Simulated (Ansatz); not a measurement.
# CH6FSn: geometry relaxation

The run: geometry relaxation of CH6FSn, multiplicity 2. Method and program: UHF/def2-SVP (Ansatz 0.2.0).

It belongs to a series of runs on one base structure; here: end point A relaxed. Figures and captions count atoms from 1; the log counts them from 0 in places.

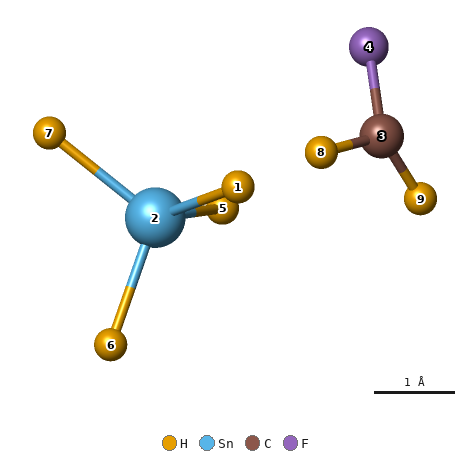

**Figure 1.** The structure as given in the input (ball-and-stick view, seen at a tilt; atoms are numbered from 1 in the order of the input). Sticks mark near contacts. Bond lengths as drawn: C–F 1.32 Å, C–H 1.08 Å and H–Sn 1.70 to 1.71 Å.

Input:
```yaml
crystal:
  periodic: [false, false, false]
  atoms:
    - { symbol: H, position_ang: [-0.187274, 0.152437, 0.007314] }
    - { symbol: Sn, position_ang: [0.786237, 1.55096, 0.061495] }
    - { symbol: C, position_ang: [-1.083416, -2.055178, -0.143086] }
    - { symbol: F, position_ang: [-0.319819, -2.204004, 0.925043] }
    - { symbol: H, position_ang: [2.414128, 1.122409, -0.238915] }
    - { symbol: H, position_ang: [0.268095, 2.650566, -1.144151] }
    - { symbol: H, position_ang: [0.659631, 2.295816, 1.596706] }
    - { symbol: H, position_ang: [-1.986508, -1.484503, 0.019433] }
    - { symbol: H, position_ang: [-0.550874, -2.028403, -1.083738] }
magnetization:
  spin_polarized: true
  initial_magnetization: 1
basis:
  gaussian: { orbitals: def2-SVP }
hamiltonian:
  xc: hf
relax:
  f_tol: 0.03
  max_steps: 50
output:
  orbitals: {}
```

Run on 2 threads of Intel Xeon @ 2.60GHz (Ice Lake), 24 GiB of memory available, shared host.

Launched with:
```bash
ansatz run input.yaml --threads 2 --pin off --max-ram 3072MiB --backend cpu --events-out ev --progress --plain --runs-dir out
```

Log:
```
The last accepted step is kept in [file] (removed where the run ends without a failure and the disk answers)
Engine: ansatz 0.2.0, x86_64-unknown-linux-gnu
Functional definition: HF
  exchange = exact_x
  correlation = 0
1000 factors; integrals over basis functions are off by at most 3.6e-4 eV
mean field evaluation 1: about -9629.1791 eV, gradient 1.4e1 eV
mean field evaluation 2: about -9629.2688 eV, gradient 1.4e1 eV
mean field evaluation 4: about -9630.7294 eV, gradient 2.5e0 eV
mean field evaluation 8: about -9630.7821 eV, gradient 3.6e-1 eV
mean field -9630.78441419 eV, -353.9247992414 hartree, gradient 3.4e-5 eV, S^2 0.759485; 0 other end points of the search recorded, 0 dependent functions left out
the calculation of the forces begins
reference -9630.78441419 eV, -353.9247992414 hartree; 22, 21 occupied and 62, 63 virtual orbitals, 1000 factors
relax step   1: F+E_penalty+E_count = -9630.78441419 eV  Δ(F+E_penalty+E_count) = +0.000e0 eV  max|allowed force component| = 4.093e-1 eV/Å  Δτ_max = 0.0000 Å  (44 SCF iters, accepted)
these checks for a lower state are left out or cut short: starts, cluster_reference, orbital_swaps, neighbouring_geometries, increment
1000 factors; integrals over basis functions are off by at most 3.5e-4 eV
mean field evaluation 16: about -9630.6549 eV, gradient 3.8e0 eV
mean field -9630.85881393 eV, -353.9275333813 hartree, gradient 8.4e-5 eV, S^2 0.758080; 0 other end points of the search recorded, 0 dependent functions left out
[... from here on the field's lines of each further geometry are left out, up to the last ...]
relax step   2: F+E_penalty+E_count = -9630.85881393 eV  Δ(F+E_penalty+E_count) = -7.440e-2 eV  max|allowed force component| = 2.884e-1 eV/Å  Δτ_max = 0.1942 Å  (37 SCF iters, accepted)
relax step   3: F+E_penalty+E_count = -9630.90129135 eV  Δ(F+E_penalty+E_count) = -4.248e-2 eV  max|allowed force component| = 9.133e-2 eV/Å  Δτ_max = 0.1295 Å  (40 SCF iters, accepted)
relax step   4: F+E_penalty+E_count = -9630.91531521 eV  Δ(F+E_penalty+E_count) = -1.402e-2 eV  max|allowed force component| = 4.565e-2 eV/Å  Δτ_max = 0.1362 Å  (39 SCF iters, accepted)
relax step   5: F+E_penalty+E_count = -9630.92023750 eV  Δ(F+E_penalty+E_count) = -4.922e-3 eV  max|allowed force component| = 6.028e-2 eV/Å  Δτ_max = 0.1040 Å  (39 SCF iters, accepted)
relax step   6: F+E_penalty+E_count = -9630.92293221 eV  Δ(F+E_penalty+E_count) = -2.695e-3 eV  max|allowed force component| = 8.435e-2 eV/Å  Δτ_max = 0.1081 Å  (39 SCF iters, accepted)
relax step   7: F+E_penalty+E_count = -9630.92401847 eV  Δ(F+E_penalty+E_count) = -1.086e-3 eV  max|allowed force component| = 1.027e-1 eV/Å  Δτ_max = 0.0804 Å  (39 SCF iters, accepted)
relax step   8: F+E_penalty+E_count = -9630.92469454 eV  Δ(F+E_penalty+E_count) = -6.761e-4 eV  max|allowed force component| = 6.475e-2 eV/Å  Δτ_max = 0.0646 Å  (39 SCF iters, accepted)
relax step   9: F+E_penalty+E_count = -9630.92509813 eV  Δ(F+E_penalty+E_count) = -4.036e-4 eV  max|allowed force component| = 1.121e-1 eV/Å  Δτ_max = 0.0605 Å  (41 SCF iters, accepted)
relax step  10: F+E_penalty+E_count = -9630.92550715 eV  Δ(F+E_penalty+E_count) = -4.090e-4 eV  max|allowed force component| = 6.901e-2 eV/Å  Δτ_max = 0.0445 Å  (40 SCF iters, accepted)
relax step  11: F+E_penalty+E_count = -9630.92557622 eV  Δ(F+E_penalty+E_count) = -6.907e-5 eV  max|allowed force component| = 5.529e-2 eV/Å  Δτ_max = 0.0694 Å  (41 SCF iters, accepted)
relax step  12: F+E_penalty+E_count = -9630.92591475 eV  Δ(F+E_penalty+E_count) = -3.385e-4 eV  max|allowed force component| = 7.954e-2 eV/Å  Δτ_max = 0.0480 Å  (38 SCF iters, accepted)
relax step  13: F+E_penalty+E_count = -9630.92141485 eV  Δ(F+E_penalty+E_count) = +4.500e-3 eV  max|allowed force component| = 5.038e-1 eV/Å  Δτ_max = 0.0461 Å  (39 SCF iters, rejected (line search))
relax step  14: F+E_penalty+E_count = -9630.92630835 eV  Δ(F+E_penalty+E_count) = -3.936e-4 eV  max|allowed force component| = 2.653e-2 eV/Å  Δτ_max = 0.0231 Å  (29 SCF iters, accepted)
relax step  15: F+E_penalty+E_count = -9630.92724383 eV  Δ(F+E_penalty+E_count) = -9.355e-4 eV  max|allowed force component| = 6.199e-2 eV/Å  Δτ_max = 0.0976 Å  (41 SCF iters, accepted)
relax step  16: F+E_penalty+E_count = -9630.92792210 eV  Δ(F+E_penalty+E_count) = -6.783e-4 eV  max|allowed force component| = 1.064e-1 eV/Å  Δτ_max = 0.1471 Å  (39 SCF iters, accepted)
relax step  17: F+E_penalty+E_count = -9630.92883551 eV  Δ(F+E_penalty+E_count) = -9.134e-4 eV  max|allowed force component| = 7.698e-2 eV/Å  Δτ_max = 0.0317 Å  (30 SCF iters, accepted)
relax step  18: F+E_penalty+E_count = -9630.93005695 eV  Δ(F+E_penalty+E_count) = -1.221e-3 eV  max|allowed force component| = 7.935e-2 eV/Å  Δτ_max = 0.0706 Å  (39 SCF iters, accepted)
relax step  19: F+E_penalty+E_count = -9630.93309404 eV  Δ(F+E_penalty+E_count) = -3.037e-3 eV  max|allowed force component| = 4.721e-2 eV/Å  Δτ_max = 0.1060 Å  (38 SCF iters, accepted)
relax step  20: F+E_penalty+E_count = -9630.93361570 eV  Δ(F+E_penalty+E_count) = -5.217e-4 eV  max|allowed force component| = 1.817e-1 eV/Å  Δτ_max = 0.1931 Å  (38 SCF iters, accepted)
relax step  21: F+E_penalty+E_count = -9630.93771677 eV  Δ(F+E_penalty+E_count) = -4.101e-3 eV  max|allowed force component| = 1.197e-1 eV/Å  Δτ_max = 0.0581 Å  (39 SCF iters, accepted)
relax step  22: F+E_penalty+E_count = -9630.94106162 eV  Δ(F+E_penalty+E_count) = -3.345e-3 eV  max|allowed force component| = 1.318e-1 eV/Å  Δτ_max = 0.0549 Å  (41 SCF iters, accepted)
relax step  23: F+E_penalty+E_count = -9630.94902207 eV  Δ(F+E_penalty+E_count) = -7.960e-3 eV  max|allowed force component| = 1.673e-1 eV/Å  Δτ_max = 0.1969 Å  (39 SCF iters, accepted)
relax step  24: F+E_penalty+E_count = -9630.95212598 eV  Δ(F+E_penalty+E_count) = -3.104e-3 eV  max|allowed force component| = 2.337e-1 eV/Å  Δτ_max = 0.1931 Å  (37 SCF iters, accepted)
relax step  25: F+E_penalty+E_count = -9630.96322426 eV  Δ(F+E_penalty+E_count) = -1.110e-2 eV  max|allowed force component| = 2.481e-1 eV/Å  Δτ_max = 0.1931 Å  (38 SCF iters, accepted)
relax step  26: F+E_penalty+E_count = -9630.96851598 eV  Δ(F+E_penalty+E_count) = -5.292e-3 eV  max|allowed force component| = 2.173e-1 eV/Å  Δτ_max = 0.0541 Å  (39 SCF iters, accepted)
relax step  27: F+E_penalty+E_count = -9630.97271524 eV  Δ(F+E_penalty+E_count) = -4.199e-3 eV  max|allowed force component| = 2.011e-2 eV/Å  Δτ_max = 0.0553 Å  (39 SCF iters, accepted)
relax step  28: F+E_penalty+E_count = -9630.97327107 eV  Δ(F+E_penalty+E_count) = -5.558e-4 eV  max|allowed force component| = 3.280e-2 eV/Å  Δτ_max = 0.0530 Å  (39 SCF iters, accepted)
the calculation of the forces begins
reference -9630.97344258 eV, -353.9317459066 hartree; 22, 21 occupied and 62, 63 virtual orbitals, 1000 factors
relax step  29: F+E_penalty+E_count = -9630.97344258 eV  Δ(F+E_penalty+E_count) = -1.715e-4 eV  max|allowed force component| = 2.549e-2 eV/Å  Δτ_max = 0.0119 Å  (29 SCF iters, accepted)
1000 factors; integrals over basis functions are off by at most 3.9e-4 eV
mean field evaluation 224: about -9630.9734 eV, gradient 2.0e-4 eV
```

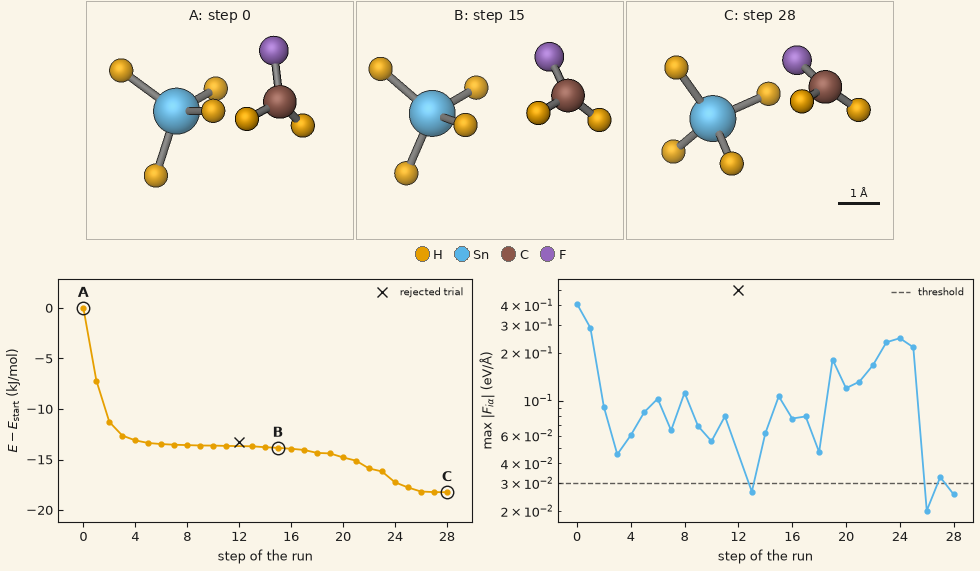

**Figure 2.** Frames of the relaxation (ball-and-stick view, seen at a tilt) above the curves, on which the letters mark them (the first geometry is step 0 here and step 1 in the log).

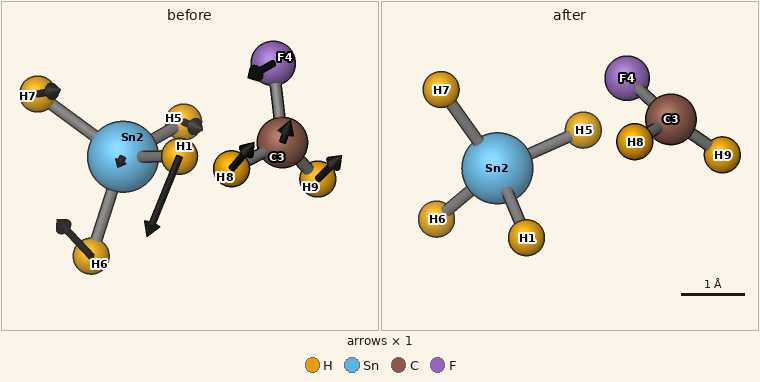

**Figure 3.** Before (left) and after (right) the relaxation, at one scale (ball-and-stick view, seen at a tilt). The black arrows give the displacements, at true length. The atom that moves furthest after the best rigid fit is H1 (1.44 Å). Largest moves by element: H 1.44 Å, F 0.70 Å, C 0.40 Å, Sn 0.21 Å. Among the contacts that change: H1–Sn2 1.705 → 1.709 Å. The energy falls by 18.2 kJ/mol in 28 geometry steps. Largest force component: 0.41 eV/Å at the start, 0.025 eV/Å at the end. The line search rejected the trial step at point 12 (counted from 0) and went back. (Atoms are counted from 1 in the order of the input.)

```
mean field -9630.97344258 eV, -353.9317459066 hartree, gradient 2.1e-5 eV, S^2 0.758937; 1 other end points of the search recorded, 0 dependent functions left out
the calculation of the forces begins
reference -9630.97344258 eV, -353.9317459066 hartree; 22, 21 occupied and 62, 63 virtual orbitals, 1000 factors
Total energy: -9630.97344258 eV, -353.9317459066 hartree
Atom 0 at    -0.623705     1.178351    -0.906800 Å, force    -0.008979    -0.004799    -0.009363 eV/Å
Atom 1 at     0.756626     1.700154    -0.044575 Å, force     0.000236     0.022574    -0.003677 eV/Å
Atom 2 at    -0.987080    -2.309853     0.095540 Å, force     0.010911     0.010404     0.006519 eV/Å
Atom 3 at    -0.119655    -1.562886     0.763262 Å, force    -0.012057    -0.020948    -0.025494 eV/Å
Atom 4 at     2.078562     0.677616    -0.390333 Å, force     0.003693     0.000675     0.003140 eV/Å
Atom 5 at     1.139228     3.293193    -0.548398 Å, force     0.000987    -0.010179     0.007740 eV/Å
Atom 6 at     0.425701     1.711111     1.629645 Å, force     0.007274    -0.003963    -0.000574 eV/Å
Atom 7 at    -2.022582    -2.062222     0.283554 Å, force    -0.012366    -0.002701     0.002528 eV/Å
Atom 8 at    -0.646895    -2.625364    -0.881795 Å, force     0.010300     0.008935     0.019180 eV/Å
Dipole moment:    -0.249093    -0.199307    -0.194839 e Å
```

Trajectory as extended XYZ (Å, eV, eV/Å), 12 of the 29 frames kept, from step=1 to step=29:
```
9
Properties=species:S:1:pos:R:3:forces:R:3 step=1 energy=-9630.78441
H    -0.1873    0.1524    0.0073    0.1314   0.3624   0.0066
Sn    0.7862    1.5510    0.0615    0.0458   0.0800   0.0203
C    -1.0834   -2.0552   -0.1431   -0.1808  -0.4093  -0.0612
F    -0.3198   -2.2040    0.9250    0.0125   0.0051   0.0016
H     2.4141    1.1224   -0.2389   -0.0103   0.0028   0.0111
H     0.2681    2.6506   -1.1442    0.0014  -0.0045   0.0147
H     0.6596    2.2958    1.5967    0.0024  -0.0243  -0.0351
H    -1.9865   -1.4845    0.0194    0.0101  -0.0068   0.0036
H    -0.5509   -2.0284   -1.0837   -0.0125  -0.0054   0.0383
9
Properties=species:S:1:pos:R:3:forces:R:3 step=4 energy=-9630.91532
H    -0.0727    0.4392    0.0184    0.0006   0.0255  -0.0002
Sn    0.9225    1.8244    0.0735    0.0228   0.0457  -0.0042
C    -1.2554   -2.4145   -0.1528   -0.0107  -0.0343  -0.0380
F    -0.4625   -2.4825    0.9024   -0.0080   0.0147  -0.0183
H     2.5445    1.3768   -0.2220    0.0021  -0.0081   0.0021
H     0.4191    2.9348   -1.1272   -0.0037  -0.0126   0.0073
H     0.8027    2.5641    1.6092   -0.0051  -0.0125  -0.0021
H    -2.1606   -1.8422    0.0020    0.0116  -0.0101   0.0124
H    -0.7374   -2.4001   -1.1035   -0.0096  -0.0083   0.0410
9
Properties=species:S:1:pos:R:3:forces:R:3 step=6 energy=-9630.92293
H    -0.0240    0.5606    0.0244    0.0205   0.0350  -0.0021
Sn    0.9834    1.9413    0.0820   -0.0114  -0.0129   0.0025
C    -1.3274   -2.5674   -0.1546    0.0447   0.0206  -0.0120
F    -0.5049   -2.5436    0.8818   -0.0575   0.0060  -0.0804
H     2.6032    1.4829   -0.2104   -0.0012  -0.0053  -0.0009
H     0.4865    3.0561   -1.1160   -0.0017  -0.0038  -0.0006
H     0.8652    2.6760    1.6199   -0.0030  -0.0051   0.0018
H    -2.2487   -2.0173   -0.0079    0.0381  -0.0272   0.0074
H    -0.8331   -2.5887   -1.1192   -0.0286  -0.0072   0.0844
9
Properties=species:S:1:pos:R:3:forces:R:3 step=9 energy=-9630.92510
H     0.0134    0.6511    0.0285   -0.0004   0.0004  -0.0018
Sn    1.0294    2.0221    0.0946   -0.0038  -0.0048  -0.0003
C    -1.3756   -2.6792   -0.1504    0.0660   0.0280   0.0606
F    -0.5113   -2.4822    0.8333   -0.0921  -0.0142  -0.1121
H     2.6466    1.5528   -0.1957   -0.0008   0.0004   0.0003
H     0.5421    3.1438   -1.1009    0.0033   0.0033   0.0011
H     0.9115    2.7502    1.6358    0.0009   0.0004   0.0002
H    -2.3299   -2.1869   -0.0141    0.0212  -0.0098   0.0164
H    -0.9260   -2.7716   -1.1309    0.0056  -0.0036   0.0356
9
Properties=species:S:1:pos:R:3:forces:R:3 step=11 energy=-9630.92558
H    -0.0013    0.6553    0.0165    0.0041  -0.0149  -0.0053
Sn    1.0290    2.0138    0.0968   -0.0315  -0.0151   0.0079
C    -1.3663   -2.6712   -0.1419    0.0448   0.0078   0.0257
F    -0.4815   -2.3785    0.7969   -0.0442  -0.0146  -0.0553
H     2.6442    1.5325   -0.1867   -0.0094   0.0100  -0.0039
H     0.5476    3.1447   -1.0927    0.0242   0.0114   0.0058
H     0.9043    2.7267    1.6450    0.0117   0.0111  -0.0061
H    -2.3330   -2.2047   -0.0066    0.0026   0.0002   0.0034
H    -0.9428   -2.8185   -1.1272   -0.0024   0.0040   0.0278
9
Properties=species:S:1:pos:R:3:forces:R:3 step=14 energy=-9630.92631
H    -0.0216    0.6671   -0.0107   -0.0011   0.0064  -0.0026
Sn    1.0218    2.0138    0.0968    0.0026   0.0021  -0.0012
C    -1.3616   -2.6759   -0.1333    0.0183   0.0008   0.0040
F    -0.4643   -2.3401    0.7777   -0.0202  -0.0084  -0.0265
H     2.6332    1.5183   -0.1831   -0.0015  -0.0024   0.0006
H     0.5764    3.1722   -1.0805    0.0007   0.0006   0.0022
H     0.9018    2.7148    1.6507   -0.0019  -0.0033  -0.0012
H    -2.3314   -2.2159    0.0026    0.0028   0.0006   0.0039
H    -0.9541   -2.8541   -1.1200    0.0001   0.0035   0.0208
9
Properties=species:S:1:pos:R:3:forces:R:3 step=16 energy=-9630.92792
H    -0.1455    0.7969   -0.1771    0.0893   0.1064   0.0150
Sn    1.0093    2.0408    0.0801   -0.0872  -0.0162  -0.0780
C    -1.3406   -2.7104   -0.0930   -0.0108  -0.0108  -0.0473
F    -0.4049   -2.2973    0.7433    0.0155   0.0068   0.0089
H     2.5854    1.4234   -0.1757   -0.0491   0.0242   0.0123
H     0.7127    3.3236   -1.0260    0.0311  -0.0984   0.0886
H     0.8695    2.6322    1.6801    0.0109  -0.0181  -0.0412
H    -2.3066   -2.2453    0.0499   -0.0044   0.0043   0.0135
H    -0.9791   -2.9638   -1.0815    0.0049   0.0019   0.0282
9
Properties=species:S:1:pos:R:3:forces:R:3 step=19 energy=-9630.93309
H    -0.2505    0.8976   -0.3237   -0.0114   0.0197  -0.0175
Sn    0.9742    2.0271    0.0523    0.0104   0.0001   0.0228
C    -1.3012   -2.6953   -0.0639   -0.0304   0.0187   0.0374
F    -0.3565   -2.2822    0.7622    0.0382   0.0160   0.0319
H     2.5059    1.3086   -0.1910   -0.0106   0.0112   0.0044
H     0.8230    3.4005   -0.9570   -0.0024  -0.0207  -0.0114
H     0.8177    2.5223    1.6808    0.0063  -0.0193  -0.0014
H    -2.2651   -2.2295    0.0935    0.0038  -0.0132  -0.0189
H    -0.9474   -2.9490   -1.0530   -0.0039  -0.0125  -0.0472
9
Properties=species:S:1:pos:R:3:forces:R:3 step=21 energy=-9630.93772
H    -0.3703    1.0058   -0.4839    0.0849   0.0863   0.0104
Sn    0.9344    1.9970    0.0258   -0.0250   0.0135  -0.0030
C    -1.2485   -2.6605   -0.0294   -0.0338   0.0380   0.1027
F    -0.2946   -2.2228    0.7740    0.0435   0.0243   0.0374
H     2.4163    1.1715   -0.2165   -0.0769   0.0409   0.0099
H     0.9396    3.4587   -0.8781   -0.0056  -0.1197   0.0395
H     0.7457    2.3818    1.6845    0.0124  -0.0377  -0.0594
H    -2.2159   -2.2063    0.1423    0.0146  -0.0253  -0.0431
H    -0.9064   -2.9251   -1.0185   -0.0143  -0.0203  -0.0944
9
Properties=species:S:1:pos:R:3:forces:R:3 step=24 energy=-9630.95213
H    -0.5764    1.1096   -0.7570    0.2337   0.0808   0.1420
Sn    0.8138    1.8073   -0.0072   -0.0519   0.1689  -0.1192
C    -1.0904   -2.4570    0.0390   -0.0070   0.0891   0.1455
F    -0.1544   -1.8734    0.7759   -0.1085  -0.0181  -0.0645
H     2.2160    0.8728   -0.3089   -0.1159  -0.0486   0.0552
H     1.0902    3.3631   -0.6940   -0.0734  -0.1152   0.0325
H     0.5586    2.0223    1.6752   -0.0022  -0.1123  -0.1120
H    -2.0976   -2.0996    0.2249    0.1283  -0.0286  -0.0192
H    -0.7597   -2.7451   -0.9478   -0.0031  -0.0160  -0.0604
9
Properties=species:S:1:pos:R:3:forces:R:3 step=26 energy=-9630.96852
H    -0.6249    1.1250   -0.8459    0.1074   0.0150   0.0625
Sn    0.7686    1.7168   -0.0346   -0.0801  -0.0727   0.0791
C    -1.0087   -2.3274    0.0674   -0.1486   0.0828   0.1347
F    -0.1104   -1.6548    0.7723   -0.0605   0.0080   0.0129
H     2.1139    0.7022   -0.3294   -0.0544   0.0427  -0.0333
H     1.0906    3.2899   -0.6261    0.0355   0.0137  -0.0003
H     0.4798    1.8020    1.6535   -0.0093  -0.0042  -0.1119
H    -2.0401   -2.0424    0.2592    0.2173  -0.0406  -0.0311
H    -0.6687   -2.6113   -0.9162   -0.0073  -0.0446  -0.1125
9
Properties=species:S:1:pos:R:3:forces:R:3 step=29 energy=-9630.97344
H    -0.6237    1.1784   -0.9068   -0.0090  -0.0048  -0.0094
Sn    0.7566    1.7002   -0.0446    0.0002   0.0226  -0.0037
C    -0.9871   -2.3099    0.0955    0.0109   0.0104   0.0065
F    -0.1197   -1.5629    0.7633   -0.0121  -0.0209  -0.0255
H     2.0786    0.6776   -0.3903    0.0037   0.0007   0.0031
H     1.1392    3.2932   -0.5484    0.0010  -0.0102   0.0077
H     0.4257    1.7111    1.6296    0.0073  -0.0040  -0.0006
H    -2.0226   -2.0622    0.2836   -0.0124  -0.0027   0.0025
H    -0.6469   -2.6254   -0.8818    0.0103   0.0089   0.0192
```

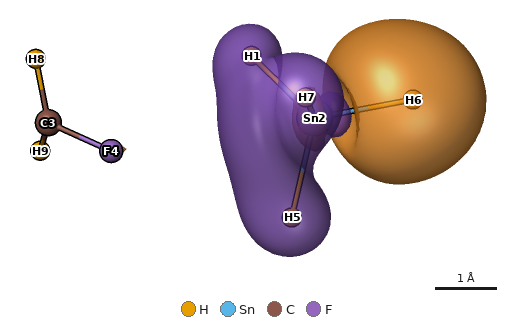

**Figure 4.** One frontier orbital at ±0.1 Å⁻³ᐟ² (orange and purple are the two phases), seen at an oblique angle. The HOMO (β), at −11.86 eV. It lies mainly on Sn2 (45 %) and H6 (40 %).

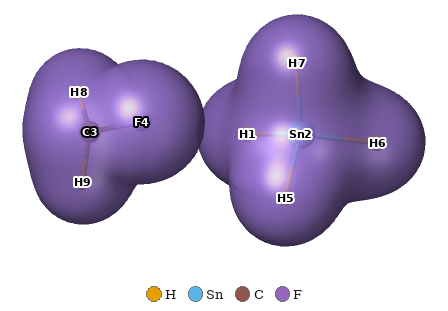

**Figure 5.** Isosurface of the total electron density at 0.05 e/Å³ (purple), seen face on. At this value the surface falls into two separate pieces. It is pinched off along the Sn···F (3.47 Å) contacts. On the grid the lowest density along these lines, outside the cores, is 0.03 e/Å³ (Sn···F, 3.47 Å), 1.7 e/Å³ (C–F, 1.33 Å), 2 e/Å³ (C–H, 1.08 Å) and 0.74 e/Å³ (Sn–H, 1.71 Å).

Summary:

| quantity | value |
| --- | --- |
| outcome | converged |
| total energy | −9630.9734 eV |
| mean-field energy | −9630.9734 eV |
| ⟨S²⟩ | 0.759 |
| largest force (length of the vector) at the end | 0.035 eV/Å |
| wall time | 34 s (CPU time 61 s) |
| peak memory | 0.23 GiB |
